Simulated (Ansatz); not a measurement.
# C2H6OSSi: rigid torsion scan, by script

Wanted for C2H6OSSi: a rigid torsion scan. SMILES: [SiH3]C1OCS1.

Computed with Ansatz 0.2.0, driven from Python. The levels of theory stand in the script.

### Step 1. The system

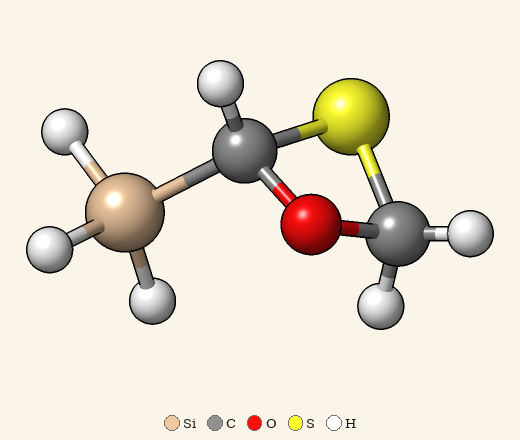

The starting structure, viewed from a chosen angle; silicon light orange, carbon grey, oxygen red, sulfur yellow, hydrogen white.

The script holds or builds the structure itself.

### Step 2. The script

The input, torsion_c2h6ossi.py:

```python
import ansatz as az
from ase import Atoms

SETTINGS = {
    "basis": "def2-SVP",
    "xc": "pbe0",
    "fmax": 0.02,
    "method": "mp2",
}


def main() -> None:
    atoms = Atoms(["Si", "C", "O", "C", "S", "H", "H", "H", "H", "H", "H"], positions=[
        [-1.6297, 0.1217, 0.1685],
        [0.1445, 0.134, 0.7897],
        [0.9172, -0.9659, 0.319],
        [1.7374, -0.2938, -0.7245],
        [1.2826, 1.2818, -0.0167],
        [-2.3573, 1.4529, 0.5281],
        [-1.7043, 0.0323, -1.3218],
        [-2.4273, -0.9336, 0.7376],
        [0.1593, 0.2066, 1.9258],
        [1.232, -0.513, -1.6796],
        [2.7109, -0.5798, -0.7055],
    ])

    first = (
        az.Crystal.molecule_from_ase(atoms).calculation()
        .basis(gaussian=SETTINGS["basis"])
        .functional(SETTINGS["xc"])
        .relax(force_tolerance=SETTINGS["fmax"], max_steps=80)
    )
    atoms.positions = first.run(threads=1, pin="off").report["positions_ang"]

    start = atoms.get_dihedral(2, 1, 0, 5)
    energies = {}
    for turn in range(0, 121, 20):
        turned = atoms.copy()
        turned.set_dihedral(2, 1, 0, 5, start + turn, indices=[0, 5, 6, 7])
        job = (
            az.Crystal.molecule_from_ase(turned).calculation()
            .basis(gaussian=SETTINGS["basis"])
            .correlation(SETTINGS["method"])
        )
        energies[round((start + turn) % 360)] = job.run(threads=1, pin="off").report["free_energy_ev"]
    floor = min(energies.values())
    print("dihedral O2-C1-Si0-H5 (deg)   E - E(min) (eV)")
    for angle, e in sorted(energies.items()):
        print(f"{angle:8d} {(e - floor):14.3f}  " + "#" * int(30 * (e - floor) / max(max(energies.values()) - floor, 1e-9)))


if __name__ == "__main__":
    main()
```

### Step 3. The input behind the calls

The engine receives this input (first run):

```yaml
crystal:
  periodic: [false, false, false]
  atoms:
    - { symbol: Si, position_ang: [-1.6297, 0.1217, 0.1685] }
    - { symbol: C, position_ang: [0.1445, 0.134, 0.7897] }
    - { symbol: O, position_ang: [0.9172, -0.9659, 0.319] }
    - { symbol: C, position_ang: [1.7374, -0.2938, -0.7245] }
    - { symbol: S, position_ang: [1.2826, 1.2818, -0.0167] }
    - { symbol: H, position_ang: [-2.3573, 1.4529, 0.5281] }
    - { symbol: H, position_ang: [-1.7043, 0.0323, -1.3218] }
    - { symbol: H, position_ang: [-2.4273, -0.9336, 0.7376] }
    - { symbol: H, position_ang: [0.1593, 0.2066, 1.9258] }
    - { symbol: H, position_ang: [1.232, -0.513, -1.6796] }
    - { symbol: H, position_ang: [2.7109, -0.5798, -0.7055] }
basis:
  gaussian:
    orbitals: def2-SVP
hamiltonian:
  xc: pbe0
relax:
  f_tol: 0.02
  max_steps: 80
```

### Step 4. The run

Command:

```sh
$ python torsion_c2h6ossi.py
```

Log:

```text
dihedral O2-C1-Si0-H5 (deg)   E - E(min) (eV)
     190          0.000
     210          0.043  #######
     230          0.129  ######################
     250          0.173  ##############################
     270          0.129  ######################
     290          0.044  #######
     310          0.004
```

It took 68 s on 1 thread of Arm Neoverse V2, shared host; peak memory 0.32 GiB.

### Step 5. The relaxation of run 0, step by step

Step by step:

```csv
step,energy from step 1 (eV),largest force component (eV/Å)
1,0.0000,5.6011
2,-0.4593,1.6131
3,-0.5302,0.4366
4,-0.5293,0.3759
5,-0.5388,0.0329
6,-0.5399,0.0555
7,-0.5411,0.0170
8,-0.5417,0.0270
9,-0.5418,0.0112
```

Step 1 is the start. Step 4 was tried and not accepted.

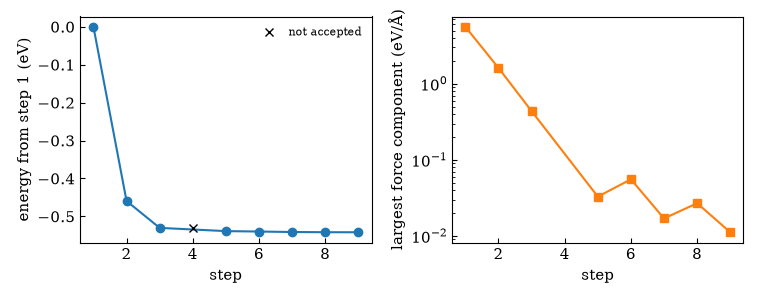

Energy and largest force along the relaxation.

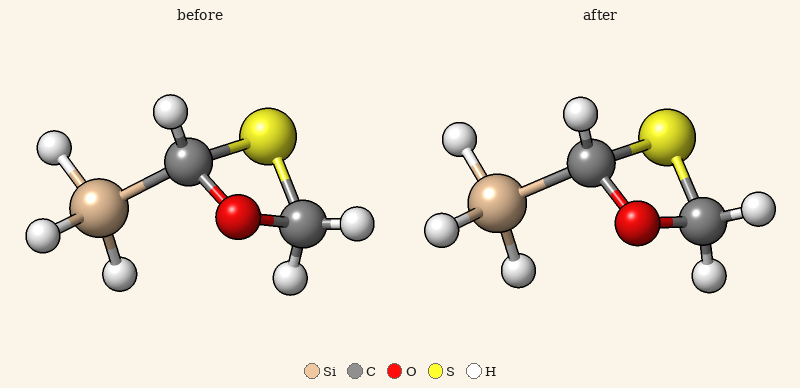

The structure before (left) and after (right) the relaxation, drawn at the same scale.

Before: Bond lengths: Si1–C2 1.880 Å, C2–O3 1.424 Å, O3–C4 1.488 Å, C2–S5 1.806 Å, C4–S5 1.786 Å, Si1–H6 1.559 Å, Si1–H7 1.495 Å, Si1–H8 1.440 Å, C2–H9 1.139 Å, C4–H10 1.103 Å, C4–H11 1.015 Å. Angles (14 of 20 angles, heavy atoms first): Si1–C2–O3 113.4°, Si1–C2–S5 116.8°, O3–C2–S5 90.1°, C2–O3–C4 100.5°, O3–C4–S5 88.9°, C2–S5–C4 77.1°, Si1–C2–H9 110.0°, O3–C2–H9 111.8°, S5–C2–H9 113.4°, C2–Si1–H6 111.0°, C2–Si1–H7 112.1°, C2–Si1–H8 113.4°, O3–C4–H10 105.4°, O3–C4–H11 112.9°.

After: Bond lengths: Si1–C2 1.907 Å, C2–O3 1.423 Å, O3–C4 1.407 Å, C2–S5 1.853 Å, C4–S5 1.839 Å, Si1–H6 1.495 Å, Si1–H7 1.491 Å, Si1–H8 1.495 Å, C2–H9 1.106 Å, C4–H10 1.105 Å, C4–H11 1.104 Å. Angles (14 of 20 angles, heavy atoms first): Si1–C2–O3 112.2°, Si1–C2–S5 113.0°, O3–C2–S5 93.9°, C2–O3–C4 99.4°, O3–C4–S5 95.0°, C2–S5–C4 71.5°, Si1–C2–H9 113.2°, O3–C2–H9 111.4°, S5–C2–H9 111.7°, C2–Si1–H6 108.6°, C2–Si1–H7 108.4°, C2–Si1–H8 110.4°, O3–C4–H10 112.7°, O3–C4–H11 112.5°.

Run 0 is this relaxation; the runs after it count from 1.

### Step 6. Run by run

From the records of these 7 runs:

```
run  turn (°)  energy from run 1 (eV)  iterations in all  CPU time (s)
  1         0                  0.0000                 11           1.8
  2        20                  0.0428                 11           1.8
  3        40                  0.1288                 11           1.8
  4        60                  0.1725                 11           1.8
  5        80                  0.1292                 11           1.8
  6       100                  0.0443                 11           1.8
  7       120                  0.0039                 11           1.8
```

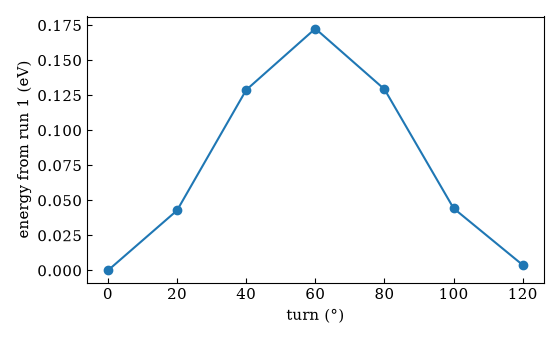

Energy against turn; lines join the points.

### Step 7. Summary of results

| quantity | value |
| --- | --- |
| runs compared | 7 |
| range of energy | 0.173 eV |
| lowest point, turn (°) | 0 |

**Reading.** The lowest point is at 190° and the highest at 250°, 0.173 eV (16.7 kJ/mol) above it, with the rest of the molecule held. Run 0: The relaxation took 7 moves; the largest shift is 0.272 Å, of atom 10 (H). The scan is rigid and the energies are electronic, in a modest basis. With rigid groups the curve can differ much from the relaxed path, the start wasn't checked as a minimum of this torsion, and equivalent turns needn't return to the same energy. The start is relaxed with a density functional and scanned with the wavefunction method, so it isn't exactly that method's minimum.
